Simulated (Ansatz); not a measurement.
# Geometry relaxation, with input and output: CH$_{7}$BN$_{2}$Si (part 2 of 2)

CH$_{7}$BN$_{2}$Si; RKS PBE-D4/def2-SVP (Ansatz 0.2.0). The geometry: force-field start.

Geometry of the input (Å):
```
C  -1.4253  -0.3936  -0.0256
N  -0.1671  -0.4842  -0.6845
B  0.3548  0.9479  -1.0773
N  1.6473  0.8196  -0.0433
Si 1.0814  -0.7694  0.4851
H  -2.2314  -0.0331  -0.7946
H  -1.7633  -1.3290  0.3788
H  -1.4393  0.4224  0.7786
H  0.0232  1.8224  -1.7433
H  1.3846  1.4848  0.7584
H  0.5739  -0.7422  1.9103
H  2.0382  -1.8009  0.0915
```

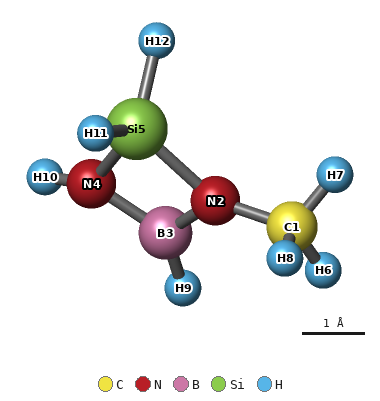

The geometry at step 12 of the log (ball-and-stick view, seen at a tilt; atoms are numbered from 1 in the order of the input).

Trajectory as extended XYZ, continued:
```
12
Properties=species:S:1:pos:R:3:forces:R:3 step=5 energy=-12670.39395
C    -1.6294   -0.4216   -0.1406    0.1039  -0.1175  -0.1027
N    -0.2207   -0.3658   -0.5270   -0.2701   0.1113   0.1875
B     0.4199    0.9099   -0.8008   -0.2197   0.1590  -0.0752
N     1.7324    0.8565   -0.1687   -0.6396  -1.2518  -0.3712
Si    1.1628   -0.6842    0.5344    0.0799   0.1172  -0.0247
H    -2.2969   -0.1095   -0.9710    0.0409  -0.0275  -0.0448
H    -1.9302   -1.4429    0.1727   -0.0110  -0.0280  -0.1046
H    -1.8375    0.2556    0.7240   -0.1313  -0.0979  -0.0685
H    -0.0972    1.8656   -1.3587    0.0283  -0.0171   0.0932
H     1.9920    1.6615    0.3522    0.9175   1.1076   0.4373
H     0.7685   -0.6950    1.9899    0.1127   0.0365   0.0323
H     2.0134   -1.8855    0.2277   -0.0114   0.0081   0.0415
12
Properties=species:S:1:pos:R:3:forces:R:3 step=6 energy=-12670.56992
C    -1.6581   -0.4451   -0.1576    0.1341  -0.0601  -0.0789
N    -0.2389   -0.3301   -0.4724   -0.2863   0.1012   0.2013
B     0.4038    0.9405   -0.7572   -0.1611   0.1726  -0.0671
N     1.7377    0.8425   -0.1875   -0.6264  -0.8516  -0.0637
Si    1.1607   -0.6684    0.5608    0.1122   0.1110  -0.1018
H    -2.2918   -0.1307   -1.0133    0.0428  -0.0376  -0.0440
H    -1.9381   -1.4849    0.1092   -0.0107  -0.0298  -0.0864
H    -1.9368    0.2015    0.7089   -0.1057  -0.0912  -0.0365
H    -0.1178    1.9143   -1.2783    0.0412  -0.0451   0.0559
H     2.1549    1.6450    0.2377    0.7936   0.6980   0.1631
H     0.8195   -0.6485    2.0298    0.0923   0.0392   0.0101
H     1.9819   -1.8914    0.2540   -0.0260  -0.0066   0.0480
12
Properties=species:S:1:pos:R:3:forces:R:3 step=7 energy=-12670.65945
C    -1.6875   -0.4640   -0.1689    0.2173   0.0285  -0.0022
N    -0.2601   -0.2924   -0.4144   -0.3604  -0.0425   0.1561
B     0.3862    0.9697   -0.7203   -0.1329   0.1963  -0.0266
N     1.7272    0.8363   -0.1861    0.8891   1.2118   0.7304
Si    1.1614   -0.6618    0.5802    0.0230   0.1522  -0.0687
H    -2.2873   -0.1498   -1.0509    0.0628  -0.0306   0.0169
H    -1.9479   -1.5204    0.0563    0.0335   0.0290  -0.0744
H    -2.0259    0.1547    0.6999   -0.0963  -0.1435  -0.1082
H    -0.1338    1.9471   -1.2347    0.0554  -0.0497   0.0279
H     2.3214    1.6513    0.1409   -0.7361  -1.3760  -0.6775
H     0.8626   -0.6244    2.0580    0.0902   0.0193   0.0084
H     1.9608   -1.9016    0.2741   -0.0456   0.0051   0.0178
12
Properties=species:S:1:pos:R:3:forces:R:3 step=8 energy=-12670.78618
C    -1.7208   -0.4861   -0.1764    0.0851   0.0553  -0.1188
N    -0.3045   -0.2118   -0.3148    0.0682   0.0748   0.2844
B     0.3768    1.0183   -0.6775   -0.2027   0.2325  -0.1629
N     1.7368    0.8439   -0.2029    0.3184   0.2711   0.3776
Si    1.1585   -0.6126    0.6064    0.0203  -0.2030   0.1544
H    -2.2733   -0.1446   -1.0781    0.0219  -0.0380  -0.0022
H    -1.9230   -1.5713   -0.0538    0.0353   0.0149  -0.0501
H    -2.1852    0.0345    0.6962    0.0605  -0.0568  -0.0221
H    -0.1090    1.9957   -1.2204    0.0114  -0.0361   0.0167
H     2.4360    1.5657    0.0258   -0.3758  -0.4473  -0.3116
H     1.0053   -0.5846    2.1070   -0.0327   0.1606  -0.0007
H     1.8793   -1.9025    0.3227   -0.0100  -0.0280  -0.1648
12
Properties=species:S:1:pos:R:3:forces:R:3 step=9 energy=-12670.86040
C    -1.7334   -0.4941   -0.1868    0.0197  -0.0052   0.0925
N    -0.3424   -0.1177   -0.1424   -0.0193   0.1374  -0.0870
B     0.3665    1.0556   -0.6253   -0.0067  -0.2474   0.0985
N     1.7271    0.8367   -0.1620   -0.0559   0.3266  -0.1074
Si    1.1513   -0.5926    0.6781    0.0154  -0.0715   0.0533
H    -2.2291   -0.0953   -1.0991    0.0714  -0.0095   0.0454
H    -1.8599   -1.5986   -0.1974   -0.0067   0.0206  -0.0355
H    -2.3068   -0.1103    0.6915   -0.0084  -0.0410  -0.0460
H    -0.0826    1.9972   -1.2489   -0.0060   0.0000  -0.0229
H     2.4896    1.5089   -0.1535    0.0475  -0.1807   0.0559
H     1.1249   -0.5296    2.1852   -0.0001   0.0216  -0.0222
H     1.7717   -1.9154    0.2948   -0.0510   0.0491  -0.0246
12
Properties=species:S:1:pos:R:3:forces:R:3 step=10 energy=-12670.87141
C    -1.7348   -0.4980   -0.1687    0.0560   0.0256  -0.0313
N    -0.3666   -0.0581   -0.0677    0.0302  -0.0168   0.0039
B     0.3695    1.0562   -0.6342   -0.2391   0.2942  -0.2954
N     1.7160    0.8663   -0.1262    0.0486   0.1144  -0.0177
Si    1.1366   -0.5618    0.7179   -0.0123   0.0226   0.0258
H    -2.2294    0.0022   -1.0275   -0.0432  -0.0177   0.0221
H    -1.8125   -1.5970   -0.3342    0.0079   0.0608  -0.0165
H    -2.3345   -0.2639    0.7434    0.0370  -0.0068  -0.0380
H    -0.0625    1.9425   -1.3910    0.1871  -0.3760   0.3532
H     2.5365    1.4646   -0.1750   -0.0768  -0.1089  -0.0160
H     1.1592   -0.5205    2.2251    0.0116  -0.0049  -0.0106
H     1.6997   -1.8877    0.2722   -0.0071   0.0136   0.0204
12
Properties=species:S:1:pos:R:3:forces:R:3 step=11 energy=-12670.87803
C    -1.7293   -0.4994   -0.1780   -0.0350   0.0239  -0.0059
N    -0.3686   -0.0618   -0.0645    0.1841   0.1338   0.0399
B     0.3595    1.0623   -0.6200   -0.0286   0.0010  -0.1829
N     1.7136    0.8603   -0.1365    0.0659   0.1501   0.0441
Si    1.1336   -0.5540    0.7299    0.0221  -0.0549  -0.0868
H    -2.2305    0.0077   -1.0242   -0.0459   0.0767  -0.0799
H    -1.8056   -1.5889   -0.3658   -0.0005  -0.1406  -0.0215
H    -2.3282   -0.2833    0.7317   -0.0873   0.0076   0.1198
H    -0.0709    1.9457   -1.3509    0.0499  -0.1197   0.1276
H     2.5466    1.4386   -0.2150   -0.1198  -0.0877   0.0227
H     1.1685   -0.4961    2.2365   -0.0072   0.0039  -0.0247
H     1.6884   -1.8862    0.2910    0.0022   0.0060   0.0476
12
Properties=species:S:1:pos:R:3:forces:R:3 step=12 energy=-12670.88312
C    -1.7341   -0.4886   -0.1702   -0.0030  -0.0824  -0.0120
N    -0.3544   -0.0881   -0.0958   -0.0074   0.0339  -0.0106
B     0.3649    1.0466   -0.6391   -0.0638  -0.0254   0.0322
N     1.6817    0.9324   -0.0410   -0.0232  -0.0391   0.0261
Si    1.1347   -0.5452    0.7406    0.0008   0.0052  -0.0012
H    -2.2483    0.0615   -0.9853   -0.0126   0.0267   0.0149
H    -1.8445   -1.5745   -0.3932    0.0098   0.0385   0.0110
H    -2.2981   -0.2917    0.7717    0.0124   0.0051  -0.0135
H    -0.0609    1.8847   -1.4107    0.0215   0.0032  -0.0180
H     2.5556    1.3894   -0.2718    0.0583   0.0535  -0.0056
H     1.0890   -0.5628    2.2484    0.0013   0.0251  -0.0270
H     1.7913   -1.8188    0.2807    0.0059  -0.0443   0.0037
12
Properties=species:S:1:pos:R:3:forces:R:3 step=13 energy=-12670.88514
C    -1.7335   -0.4932   -0.1725   -0.0129  -0.0063   0.0006
N    -0.3602   -0.0781   -0.0845    0.0457   0.0315  -0.0232
B     0.3635    1.0484   -0.6384   -0.0242  -0.0266   0.0018
N     1.6896    0.9133   -0.0674    0.0992   0.0077  -0.0100
Si    1.1349   -0.5486    0.7352   -0.0138   0.0208   0.0343
H    -2.2534    0.0672   -0.9765   -0.0053   0.0176  -0.0114
H    -1.8317   -1.5746   -0.4116   -0.0040  -0.0236  -0.0112
H    -2.3015   -0.3152    0.7692   -0.0089  -0.0048   0.0258
H    -0.0560    1.8922   -1.4069   -0.0081   0.0107  -0.0019
H     2.5551    1.4122   -0.2496   -0.0659  -0.0274   0.0059
H     1.1172   -0.5284    2.2425   -0.0039  -0.0044  -0.0051
H     1.7530   -1.8506    0.2948    0.0021   0.0048  -0.0057
12
Properties=species:S:1:pos:R:3:forces:R:3 step=14 energy=-12670.88405 accepted=F
C    -1.7344   -0.4917   -0.1704   -0.0545  -0.0167  -0.0201
N    -0.3558   -0.0853   -0.0948   -0.0282   0.0018  -0.0058
B     0.3652    1.0437   -0.6451   -0.0048  -0.0249   0.0125
N     1.6806    0.9360   -0.0391    0.1727   0.0307  -0.0581
Si    1.1336   -0.5417    0.7430   -0.0112   0.0260   0.0443
H    -2.2658    0.1040   -0.9461    0.0406  -0.0574   0.0727
H    -1.8419   -1.5671   -0.4479   -0.0015   0.0925   0.0179
H    -2.2849   -0.3451    0.7913    0.0507  -0.0170  -0.0766
H    -0.0510    1.8695   -1.4344    0.0025   0.0198  -0.0029
H     2.5620    1.3895   -0.2736   -0.1650  -0.0571   0.0387
H     1.0884   -0.5385    2.2502   -0.0022   0.0000  -0.0124
H     1.7811   -1.8287    0.3012    0.0009   0.0024  -0.0100
12
Properties=species:S:1:pos:R:3:forces:R:3 step=15 energy=-12670.88598
C    -1.7331   -0.4943   -0.1731   -0.0114   0.0037   0.0001
N    -0.3597   -0.0783   -0.0862    0.0278   0.0168  -0.0058
B     0.3645    1.0462   -0.6418   -0.0085  -0.0098  -0.0105
N     1.6923    0.9091   -0.0736    0.0478  -0.0064  -0.0006
Si    1.1337   -0.5461    0.7384   -0.0029   0.0129   0.0127
H    -2.2594    0.0835   -0.9609   -0.0021   0.0092  -0.0045
H    -1.8318   -1.5708   -0.4351   -0.0029  -0.0148  -0.0099
H    -2.2941   -0.3374    0.7768   -0.0046  -0.0063   0.0163
H    -0.0558    1.8916   -1.4088   -0.0031   0.0020   0.0029
H     2.5564    1.4099   -0.2526   -0.0368  -0.0095   0.0021
H     1.1127   -0.5173    2.2452   -0.0039  -0.0023  -0.0022
H     1.7512   -1.8513    0.3059    0.0004   0.0045  -0.0008
12
Properties=species:S:1:pos:R:3:forces:R:3 step=16 energy=-12670.88628
C    -1.7317   -0.4975   -0.1746   -0.1217   0.0018  -0.0313
N    -0.3601   -0.0756   -0.0864    0.0042  -0.0318   0.0219
B     0.3698    1.0334   -0.6610    0.0355   0.0455   0.0439
N     1.7029    0.8884   -0.1040    0.0200  -0.0140  -0.0102
Si    1.1305   -0.5385    0.7476    0.0132  -0.0005  -0.0174
H    -2.2833    0.1472   -0.8980    0.0673  -0.1049   0.1052
H    -1.8292   -1.5530   -0.5286   -0.0129   0.1233   0.0404
H    -2.2680   -0.4272    0.8050    0.0603  -0.0211  -0.1289
H    -0.0524    1.8855   -1.4178   -0.0078   0.0037  -0.0317
H     2.5586    1.4137   -0.2514   -0.0505  -0.0253   0.0003
H     1.1055   -0.4689    2.2529   -0.0005  -0.0015  -0.0011
H     1.7344   -1.8628    0.3504   -0.0070   0.0248   0.0090
12
Properties=species:S:1:pos:R:3:forces:R:3 step=17 energy=-12670.88656
C    -1.7312   -0.4987   -0.1769   -0.0660   0.0174   0.0044
N    -0.3602   -0.0755   -0.0853   -0.0072   0.0207   0.0546
B     0.3659    1.0434   -0.6475    0.0591  -0.0624  -0.0946
N     1.7044    0.8845   -0.1083   -0.0001   0.0234   0.0366
Si    1.1305   -0.5383    0.7483    0.0171  -0.0213  -0.0401
H    -2.2808    0.1399   -0.9025    0.0308  -0.0406   0.0406
H    -1.8284   -1.5531   -0.5258    0.0025   0.0444   0.0103
H    -2.2707   -0.4261    0.7975    0.0222  -0.0117  -0.0500
H    -0.0539    1.8907   -1.4123   -0.0145   0.0191   0.0215
H     2.5602    1.4077   -0.2596   -0.0375  -0.0071   0.0126
H     1.1096   -0.4659    2.2537   -0.0027   0.0013  -0.0044
H     1.7316   -1.8640    0.3528   -0.0038   0.0168   0.0084
12
Properties=species:S:1:pos:R:3:forces:R:3 step=18 energy=-12670.88781
C    -1.7324   -0.4970   -0.1752    0.0055   0.0071  -0.0046
N    -0.3621   -0.0717   -0.0762    0.0071   0.0039   0.0016
B     0.3694    1.0346   -0.6573   -0.0076  -0.0092   0.0029
N     1.7042    0.8832   -0.1092    0.0086   0.0006   0.0018
Si    1.1311   -0.5372    0.7511   -0.0113   0.0043  -0.0065
H    -2.2817    0.1526   -0.8880   -0.0049   0.0000   0.0011
H    -1.8284   -1.5434   -0.5438   -0.0005  -0.0020  -0.0007
H    -2.2703   -0.4437    0.7989   -0.0006  -0.0032   0.0020
H    -0.0530    1.8807   -1.4225    0.0009  -0.0010  -0.0005
H     2.5564    1.4121   -0.2555   -0.0012  -0.0003   0.0006
H     1.1141   -0.4630    2.2561    0.0020   0.0004   0.0016
H     1.7296   -1.8625    0.3557    0.0019  -0.0006   0.0006
```

Key numbers:

```json
{"quantity": "outcome", "value": "converged"}
{"quantity": "total energy", "value": "−12670.8878 eV"}
{"quantity": "mean-field energy", "value": "−12670.6308 eV"}
{"quantity": "dispersion energy", "value": "−0.2571 eV"}
{"quantity": "SCF solution under orbital rotations", "value": "stable"}
{"quantity": "largest force (length of the vector) at the end", "value": "0.014 eV/Å"}
{"quantity": "dipole moment", "value": "0.72 D"}
{"quantity": "hardware", "value": "4 threads of Arm Neoverse V1, 23 GiB of memory available, shared host"}
{"quantity": "wall time", "value": "24 s (CPU time 86 s)"}
{"quantity": "peak memory", "value": "0.16 GiB"}
```
